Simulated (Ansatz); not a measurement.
## How far to go with the k-point mesh: YZnCuP2 (P3m1, 5 atoms in the cell)

```xyz
5
Lattice="3.9753 0.0000 0.0000 -1.9876 3.4427 0.0000 0.0000 0.0000 6.5642" Properties=species:S:1:pos:R:3 pbc="T T T"
Y      0.0000     2.2951     6.5127
Zn     0.0000     0.0000     2.4715
Cu     1.9876     1.1476     4.1979
P      1.9876     1.1476     1.6850
P      0.0000     0.0000     4.8755
```

Method of the run: LDA (PW92), default PAW files made with PBE (plane waves; Ansatz, an electronic-structure program).

Base settings: basis.ecutwfc = 30.9 Ry; kpoints.mp_grid.grid = 7 7 4; hamiltonian.xc = lda; hamiltonian.pseudopotentials = {kind: paw} (the program's default PAW files); scf.occupations.method = gaussian; scf.occupations.width = 0.0073 Ry.

Only quantities that move along the ladder and can be compared are tabulated.

The count of work is k-points × plane waves × bands × iterations; it is no time. Core times come from one kind of shared machine, to one figure; runs under 30 s give none.

The starting cell comes from a database of computed structures (which also holds hypothetical and non-ambient phases and stackings), without a prior relaxation at this level. Its lattice was rescaled by up to half a per cent. One atom was moved a little off its site on purpose. Spin polarisation is off. In the base run, with a pressure of about -7 GPa the cell is away from its equilibrium volume at this level. Ansatz's pressure includes its estimate of the finite-basis (Pulay) stress.

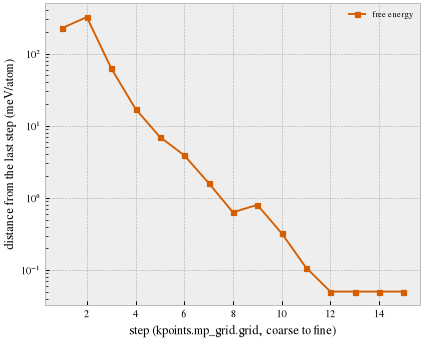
*Distance from the last step along the ladder; very small values are drawn at a floor.*

```tsv
kpoints.mp_grid.grid	free energy less the last step's (meV/atom)	pressure (GPa)	largest difference of a force vector from the last step's (eV/Å)	count of work / last	core time / last (rough)
2 2 1	227.78	-6.27	0.801	0.0020	–
2 2 2	322.55	-6.72	0.657	0.0037	–
3 3 2	62.92	-7.01	0.382	0.0043	–
4 4 2	17.14	-7.53	0.194	0.0065	–
5 5 3	7.01	-7.34	0.059	0.0097	–
6 6 3	3.89	-7.26	0.027	0.012	–
7 7 4	1.61	-7.26	0.018	0.020	–
8 8 4	0.63	-7.26	0.017	0.025	–
8 8 5	0.80	-7.25	0.008	0.028	–
9 9 5	0.32	-7.25	0.008	0.041	–
11 11 6	0.11	-7.24	0.002	0.077	–
14 14 7	0.00	-7.24	0.002	0.13	0.1
17 17 9	-0.01	-7.24	0.001	0.24	0.2
21 21 11	-0.01	-7.24	0.000	0.43	0.4
23 23 12	0.00	-7.24	0.000	0.56	0.6
28 28 15	0.00	-7.24	0.000	1.0	1
```

Coarsest kpoints.mp_grid.grid that holds the pressure within 0.05 GPa of the last step, with all finer ones: 6 6 3, at 0.012 of the last step's count of work; the step before is off by 0.10 GPa.

Coarsest kpoints.mp_grid.grid that holds the free energy within 2 meV/atom of the last step, with all finer ones: 7 7 4, at 0.020 of the last step's count of work; the step before is off by 3.9 meV/atom.

Coarsest kpoints.mp_grid.grid that holds the forces within 0.01 eV/Å of the last step, with all finer ones: 8 8 5, at 0.028 of the last step's count of work; the step before is off by 0.017 eV/Å.

Keys are those of Ansatz 0.2.
